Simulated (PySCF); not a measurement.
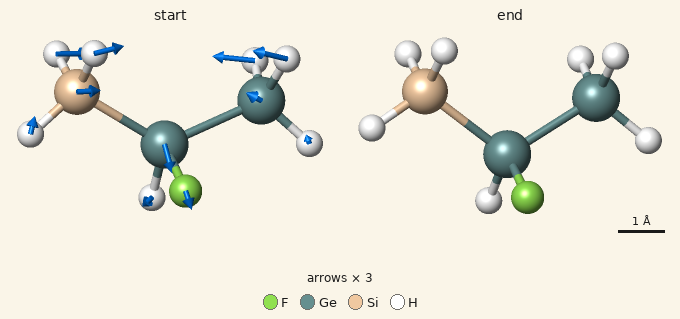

The structure of Ge$_{2}$SiH$_{7}$F before (left) and after (right) a relaxation, at one scale. The blue arrows give the displacements, magnified 3 times.

A ball-and-stick model, seen at a tilt.

The start comes from GFN2-xTB. Its atoms were then displaced at random by about 0.01 Å.

Level of theory: PySCF 2.14.0, density-fitted response routines, PBE0-D3(BJ)/def2-SVP geometry optimisation, gas phase. 

Question: Summarise the run.

Answer: After 7 geometry steps the energy has fallen by 30.9 kJ/mol. The atom that moves furthest after the best rigid fit is an H atom (0.32 Å). By element the largest moves are H 0.32 Å, Ge 0.23 Å, Si 0.19 Å, F 0.15 Å. Some distances before and after: Ge–H 1.464 → 1.538 Å, F–Ge 1.819 → 1.759 Å, H–Si 1.445 → 1.493 Å, Ge–H 1.494 → 1.541 Å. Bond angles that change, for instance: Si–Ge–Ge 127.3° → 113.3°, F–Ge–H 95.8° → 105.0°, H–Ge–H 103.7° → 108.9°. Cost: 80 s on 1 thread of Arm Neoverse V1, with other jobs on the host.
